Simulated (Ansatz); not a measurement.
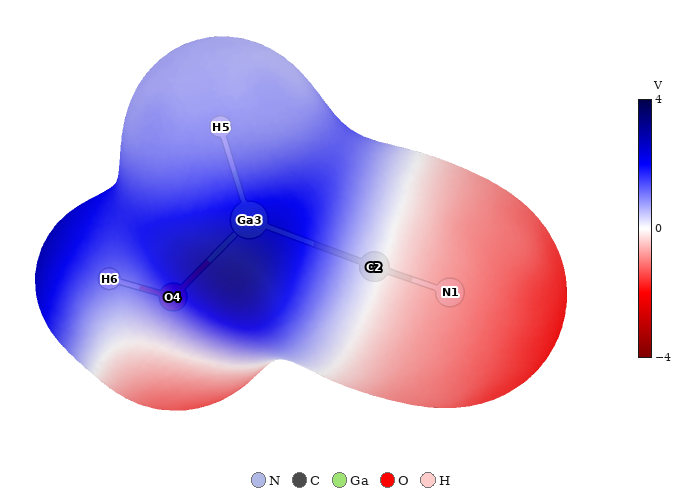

Figure. CH2GaNO. The electrostatic potential painted on the density surface at 0.002 e/bohr³, seen at a tilt; red is negative and blue positive.

Theory: RKS CAM-B3LYP/def2-SVP (Ansatz).

Input

```
crystal:
  periodic: [false, false, false]
  atoms:
    - { symbol: "N", position_ang: [1.51879, -1.86514, 1.37861] }
    - { symbol: C, position_ang: [0.99946, -1.0771, 0.72768] }
    - { symbol: Ga, position_ang: [0.17836, 0.29522, -0.44763] }
    - { symbol: O, position_ang: [-1.41045, 0.65124, 0.00493] }
    - { symbol: H, position_ang: [0.97007, 0.91255, -1.616] }
    - { symbol: H, position_ang: [-2.25622, 1.08323, -0.04759] }
basis:
  gaussian: { orbitals: def2-SVP }
hamiltonian:
  xc: cam_b3lyp
relax:
  f_tol: 0.02
  max_steps: 50
output:
  orbitals: {}
```

Launched as:

```sh
ansatz run input.yaml --threads 2 --pin off --max-ram 3072MiB --backend cpu --events-out ev --progress --plain --runs-dir out
```

The fields are those of the relaxed geometry.

Question: Where is the surface potential most negative and most positive?

Answer: The most negative region (about −1.8 V) lies over N1, the most positive (about +3.3 V) over Ga3. N1 is the likeliest acceptor of a hydrogen bond.
